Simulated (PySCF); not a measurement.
**OsOBr₂: structure of the singlet**

Aim: relax OsOBr₂ as a singlet from a T-shaped (ligand arrangement 2) start, check by its vibrations whether the end is a minimum, and collect its spectrum and constants.

The runs use PySCF 2.14.0; PBE0, basis Os def2-SVP with ECP60, O def2-SVP, Br def2-SVP, scalar-relativistic core potentials, no spin–orbit coupling, density fitting.

## 1. Starting geometry

4 atoms, charge 0, spin multiplicity 1.

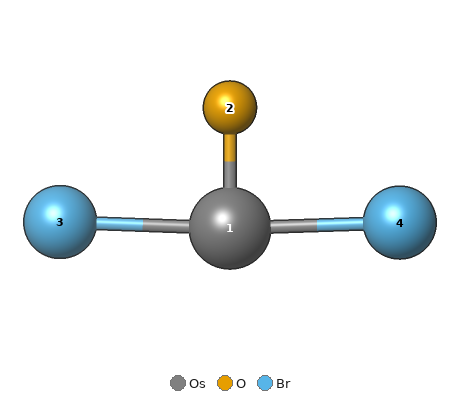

Start geometry, drawn with osmium grey, oxygen amber, bromine blue; atoms are numbered from 1 in the order of the file.

```xyz
4
charge 0 multiplicity 1
Os    0.0000    0.0000    0.0000
O     0.0000    0.0000    1.7300
Br    2.4285    0.0000    0.0848
Br   -2.4285    0.0000    0.0848
```

## 2. First SCF at the start

One driver script runs all steps and calls PySCF; scf.py shows how it sets up the SCF of each step. The optimiser is the driver's own. After this first run the driver tries any further starts and a stability analysis.

Contents of scf.py:

```python
from pyscf import gto, scf, dft
mol = gto.M(atom='''
Os     0.000000     0.000000     0.000000
O      0.000000     0.000000     1.730000
Br     2.428500     0.000000     0.084800
Br    -2.428500     0.000000     0.084800''',
    basis={'Os': 'def2-SVP', 'O': 'def2-SVP', 'Br': 'def2-SVP'},
    ecp={'Os': 'def2-SVP'},
    charge=0, spin=0)
mf = dft.RKS(mol, xc='PBE0')
mf.grids.atom_grid = (50, 194)
aux = {'Os': 'def2-universal-JKFIT', 'O': 'def2-universal-JKFIT', 'Br': 'def2-universal-JKFIT'}
mf = mf.density_fit(auxbasis=aux)
mf.conv_tol = 1e-08
mf.diis_space = 10
mf.max_cycle = 60
mf.init_guess = 'minao'
mf.verbose = 4
mf.kernel()
```

Launch:

```console
> OMP_NUM_THREADS=2 python axn.py task.json out
```

Standard output, cut to the lines that bear on the results:

```text
[... the frontier levels of the middle cycles are left out ...]
init E= -5298.65457530102
  HOMO = -0.53807893973535  LUMO = -0.510590453682584  gap/eV = 0.74800
cycle= 1 E= -5311.69351940361  delta_E=  -13  |g|=  1.9  |ddm|= 8.46
  HOMO = 0.130014017213007  LUMO = 0.136823875198903  gap/eV = 0.18531
cycle= 2 E= -5300.0940018961  delta_E= 11.6  |g|= 5.28  |ddm|= 10.7
  HOMO = -0.15812363987288  LUMO = -0.1300963654825  gap/eV = 0.76266
cycle= 3 E= -5312.31943052161  delta_E= -12.2  |g|= 1.36  |ddm|=  9.9
cycle= 4 E= -5310.02467969863  delta_E= 2.29  |g|= 3.49  |ddm|= 2.91
cycle= 5 E= -5312.80451924562  delta_E= -2.78  |g|= 0.238  |ddm|= 2.13
cycle= 6 E= -5312.80718476442  delta_E= -0.00267  |g|= 0.212  |ddm|= 0.305
cycle= 7 E= -5312.81450971589  delta_E= -0.00732  |g|= 0.0866  |ddm|= 0.105
cycle= 8 E= -5312.81622644557  delta_E= -0.00172  |g|= 0.0238  |ddm|= 0.0735
cycle= 9 E= -5312.81634648695  delta_E= -0.00012  |g|= 0.00744  |ddm|= 0.029
cycle= 10 E= -5312.81635681206  delta_E= -1.03e-05  |g|= 0.00124  |ddm|= 0.00411
cycle= 11 E= -5312.8163570768  delta_E= -2.65e-07  |g|= 0.000816  |ddm|= 0.00163
cycle= 12 E= -5312.81635727411  delta_E= -1.97e-07  |g|= 0.000198  |ddm|= 0.000966
cycle= 13 E= -5312.81635729624  delta_E= -2.21e-08  |g|= 5.14e-05  |ddm|= 0.00066
cycle= 14 E= -5312.81635729774  delta_E= -1.5e-09  |g|= 1.13e-05  |ddm|= 0.000155
  HOMO = -0.260404257462905  LUMO = -0.199460936599439  gap/eV = 1.65835
Extra cycle  E= -5312.81635729774  delta_E=    0  |g|= 2.88e-05  |ddm|= 5.87e-05
converged SCF energy = -5312.81635729774
```

This step, with its further starts and checks, took 45 s on 2 threads, shared host.

Energies from each starting density:

| start | energy (Eh) |
| --- | --- |
| the minimal-basis guess | -5312.816357 |
| a thermally smeared density | -5312.816357 |
| a smeared PBE density | -5312.816357 |

This is not the lowest solution: one lies 0.8 kJ/mol lower, at -5312.81668 Eh, and the relaxation starts from that.

## 3. Relaxing the singlet from the T-shaped (ligand arrangement 2) start

The program finds C2v symmetry in the start, which this walk keeps.

scf.py: that of step 2 with these lines changed.

```diff
@@ -3,4 +3,4 @@
-Os     0.000000     0.000000     0.000000
-O      0.000000     0.000000     1.730000
-Br     2.428500     0.000000     0.084800
-Br    -2.428500     0.000000     0.084800''',
+Os     0.000000     0.000000    -0.112238
+O      0.000000     0.000000     1.617762
+Br     2.428500    -0.000000    -0.027438
+Br    -2.428500     0.000000    -0.027438''',
@@ -17 +16,0 @@
-mf.init_guess = 'minao'
```

Steps of the walk:

```
step   energy (Eh)  change (kJ/mol)  largest symmetric gradient (Eh/bohr)
   0  -5312.816678             0.00                               0.15771
   1  -5312.852895           -95.09                               0.07554
   2  -5312.872066          -145.42                               0.02022
   3  -5312.888605          -188.85                               0.02320
   4  -5312.898668          -215.27                               0.01825
   5  -5312.904269          -229.97                               0.01101
   6  -5312.905709          -233.75                               0.00213
   7  -5312.905769          -233.91                               0.00154
   8  -5312.905768          -233.91                               0.00105
   9  -5312.905772          -233.92                               0.00004
```

The walk took 96 s.

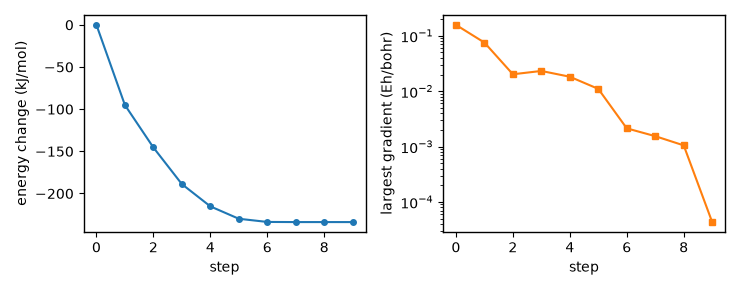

Energy and largest gradient along the walk.

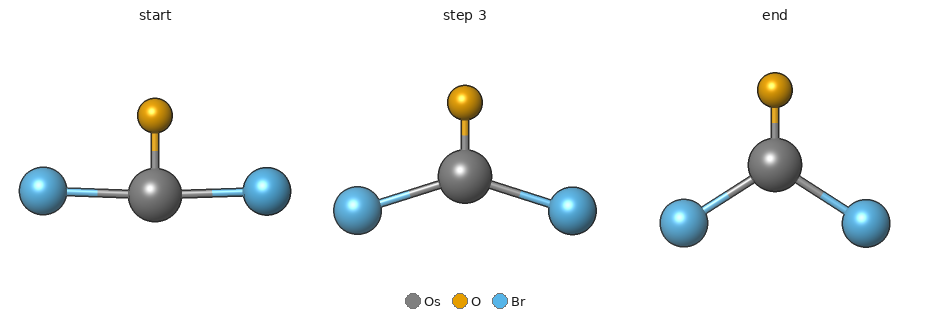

The geometry along the walk, at one scale.

End point (C2v, 9 steps, 233.9 kJ/mol gained): Os–Br 2.350 Å (×2), Os–O 1.628 Å; Br–Os–Br 114.6°, Br–Os–O 122.7° (×2).

## 4. Frequencies

On the finer grid the gradient is checked again; gradients at displacements of ±0.01 bohr then give force constants and infrared intensities.

scf.py: that of step 3 with these lines changed.

```diff
@@ -3,4 +3,4 @@
-Os     0.000000     0.000000    -0.112238
-O      0.000000     0.000000     1.617762
-Br     2.428500    -0.000000    -0.027438
-Br    -2.428500     0.000000    -0.027438''',
+Os    -0.000000     0.000000     0.476852
+O     -0.000000     0.000000     2.105153
+Br     1.976824    -0.000000    -0.793282
+Br    -1.976824     0.000000    -0.793282''',
@@ -11 +11 @@
-mf.grids.atom_grid = (50, 194)
+mf.grids.atom_grid = (75, 302)
@@ -14 +13,0 @@
-mf.conv_tol = 1e-08
```

This SCF starts from the last density.

SCF at the final geometry:

```text
init E= -5312.90593089265
  HOMO = -0.261567181243186  LUMO = -0.148366501560208  gap/eV = 3.08035
cycle= 1 E= -5312.90593089257  delta_E= 8.19e-11  |g|= 2.12e-05  |ddm|= 1.71e-05
  HOMO = -0.261570421554055  LUMO = -0.148367769857776  gap/eV = 3.08040
cycle= 2 E= -5312.90593089157  delta_E= 9.97e-10  |g|= 7.58e-05  |ddm|= 5.81e-05
  HOMO = -0.261568080352924  LUMO = -0.148366980960657  gap/eV = 3.08036
cycle= 3 E= -5312.90593089266  delta_E= -1.09e-09  |g|= 1.32e-06  |ddm|= 4.52e-05
  HOMO = -0.261567964112351  LUMO = -0.148366826210327  gap/eV = 3.08036
cycle= 4 E= -5312.90593089265  delta_E= 6.37e-12  |g|= 4.6e-07  |ddm|= 1.42e-06
  HOMO = -0.26156804099205  LUMO = -0.148366976500756  gap/eV = 3.08036
Extra cycle  E= -5312.90593089265  delta_E= -9.09e-13  |g|= 1.08e-06  |ddm|= 1.75e-06
converged SCF energy = -5312.90593089265
```

The whole step took 2 min.

Geometry: C2v; Os–Br 2.350 Å (×2), Os–O 1.628 Å; Br–Os–Br 114.6°, Br–Os–O 122.7° (×2).

Harmonic modes (main isotopes):

```csv
symmetry,ω (cm⁻¹),IR (km/mol)
a1,76,0.0
b1,148,0.2
b2,171,3.4
a1,272,5.8
b2,296,46.7
a1,1124,160
```

All wavenumbers are real: a minimum.

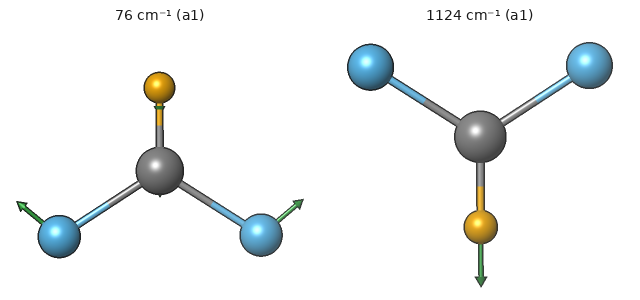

How the atoms move in 2 of the modes.

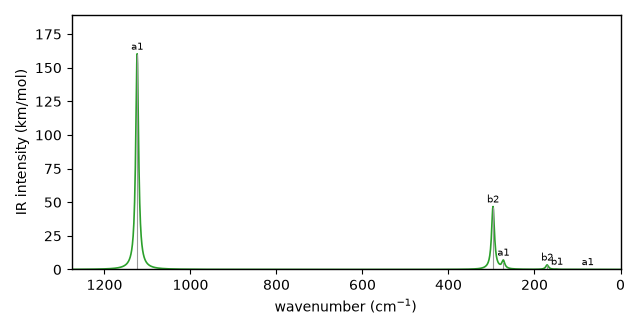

The harmonic infrared spectrum (widths in cm⁻¹). Lines are broadened to a width of 8 cm⁻¹ (Lorentzian).

Properties at this point:

| Property | Result |
| --- | --- |
| Dipole moment | 0.24 D |
| Highest occupied level | -7.12 eV |
| Lowest empty level | -4.04 eV |
| Rotational constants | 0.07883, 0.02733, 0.02029 cm⁻¹ |
| Zero-point energy | 12.5 kJ/mol |
| Principal polarisabilities | 46.9, 69.7, 100.4 bohr³ |
| Atomisation energy without zero-point energy | 1156 kJ/mol |
| Principal traceless quadrupole moments about the centre of mass | -1.90, -0.42, 2.32 D Å |
| Entropy at 298.15 K and 1 bar | 353.2 J/(mol K) |
| Heat capacity Cp at 298.15 K | 72.6 J/(mol K) |
| Enthalpy at 298.15 K above 0 K | 17.63 kJ/mol |
| Rotational symmetry number | 2 |

Populations by atom (charges in e):

```csv
atom,Mulliken,Löwdin,polar tensor,Mayer order to Os1
Os1,0.54,-0.36,1.36,–
O2,-0.21,0.05,-0.64,2.17
"Br3,4",-0.16,0.16,-0.36,1.18
```

Outer orbital energies (eV). occupied: -11.87, -10.52, -10.23, -9.86, -9.53, -9.18, -7.65, -7.12; empty: -4.04, -3.30, -3.06, 0.63.

Mulliken populations on Os1 (outside its core potential): s 2.75, p 6.31, d 6.31, f 0.08.

## 5. Would spin polarisation lower it?

At the lowest minimum the closed shell is tested against spin polarisation, on the (50, 194) grid. It is unstable: an open-shell solution lies lower. That solution was not followed to a minimum here.

## 6. Outcome

| quantity | value |
| --- | --- |
| minimum | singlet, C2v (closed shell, unstable towards spin polarisation) |
| geometry | Os–Br 2.350 Å (×2), Os–O 1.628 Å; Br–Os–Br 114.6°, Br–Os–O 122.7° (×2) |
| wavenumbers (cm⁻¹) | 76 (a1), 148 (b1), 171 (b2), 272 (a1), 296 (b2), 1124 (a1) |
| dipole moment | 0.24 D |
| highest occupied, lowest empty level | -7.12, -4.04 eV |
| polar-tensor charge of Os1 | +1.36 e |
| zero-point energy | 12.5 kJ/mol |

The molecule stays C2v, as typed, and the end point is a minimum. In the infrared the band at 1124 cm⁻¹ (a1, stretch) leads. Other starts or spin states, not run here, may lie lower. Take wavenumbers under 90 cm⁻¹ as rough. The closed shell proved unstable towards spin polarisation, so a lower open-shell solution exists. Spin–orbit coupling, left out here, can matter for elements this heavy.

The search up to here took 4.5 min on 2 threads, shared host.
